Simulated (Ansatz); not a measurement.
The starting structures come from a database of crystals and need not be the phases stable at ambient conditions.

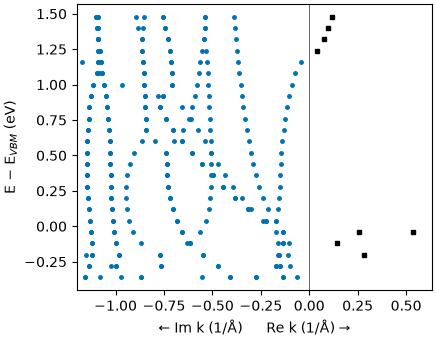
Figure: Complex bands at the centre of the two-dimensional zone; PBEsol (Ansatz, a first-principles code)

No gap correction and no spin-orbit coupling; mid-gap values are interpolated between computed energies.

Q: This is ZnSnO3 (R-3, not sure to be the ambient phase, 10 atoms a cell, 11.9 Å³ an atom, -7 GPa at this level) along the normal of (101). Read off the slowest decay at the centre of the two-dimensional zone at 0.60 eV, the computed energy nearest the middle of the gap.

A: κ ≈ 0.14 1/Å, a decay length 1/(2κ) of the density of 3.6 Å.
